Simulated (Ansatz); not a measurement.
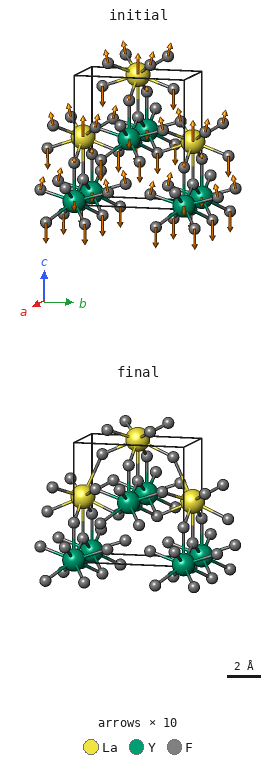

The structure of a crystal of LaYF₆ (built on the LaYMg6-38 type type) before (top) and after (bottom) a relaxation, at one scale. The orange arrows give the displacements (the part carried along by the change of the cell is left out), 10 times their true length.

A ball-and-stick model of the conventional cell (2 times the calculation's cell), seen slightly off an axis. Lengths and directions refer to the drawn axes.

Method: DFT, r2SCAN+rVV10, plane waves, PAW in Ansatz.

Input
```yaml
crystal:
  lattice:
    - [3.8245724429, 0.0, 0.0]
    - [0.0, 3.4911072847, 3.9883032832]
    - [0.0, -3.4911072847, 3.9883032832]
  atoms:
    - { symbol: La, position: [0.5, 0.4914255803, 0.4914255803] }
    - { symbol: "Y", position: [0.0, 1.0272077999, 1.0272077999] }
    - { symbol: F, position: [0.0, 0.798533276, 0.4134719847] }
    - { symbol: F, position: [0.0, 0.4134719847, 0.798533276] }
    - { symbol: F, position: [0.0, 0.3245997816, 0.3245997816] }
    - { symbol: F, position: [0.5, 0.7146222092, 0.0676305485] }
    - { symbol: F, position: [0.5, 0.0676305485, 0.7146222092] }
    - { symbol: F, position: [0.5, 0.1625098198, 0.1625098198] }
kpoints:
  mp_grid: { grid: [6, 4, 4] }
hamiltonian:
  xc: r2scan
  dispersion: rvv10
scf:
  occupations: { method: fermi_dirac, width: 0.03 }
relax:
  f_tol: 0.01
  cell: {}
  max_steps: 120
```

Run as
```bash
ansatz run input.yaml --threads 4 --pin off --max-ram 4608MiB --backend cpu --events-out ev --progress --plain --runs-dir out
```

Q: What changed between the two?

A: After 7 accepted moves (8 points after the start) the energy has fallen by 9.8 meV per atom. Largest force component: 0.25 eV/Å at the start, 0.0038 eV/Å at the end. The pressure goes from 0.80 to 0.02 GPa. The SCF was repeated once at an unchanged geometry on a basis and grid sized afresh for the cell, which shifted the energy by 0.8 meV per atom at most. The atom that moves furthest relative to the cell is La1 (0.14 Å along +c). Largest moves by element: La 0.14 Å, F 0.13 Å, Y 0.07 Å. The drawn cell changes as follows: a 3.825 → 3.909 Å (+2.2 %), b 6.982 → 6.976 Å (−0.1 %), c 7.977 → 7.362 Å (−7.7 %); the volume changes by −5.7 %. Near-neighbour distances that change, for instance: La1–F6 3.418 → 2.945 Å, Y2–F5 2.372 → 2.292 Å, La1–F6 (another image) 2.396 → 2.470 Å, La1–F8 2.624 → 2.569 Å. Bond angles that change, for instance: La1–F4–La1 99.3° → 102.2°, La1–F7–Y2 108.5° → 105.8°, Y2–F8–Y2 121.1° → 123.5°. The space group stays Amm2 (No. 38).
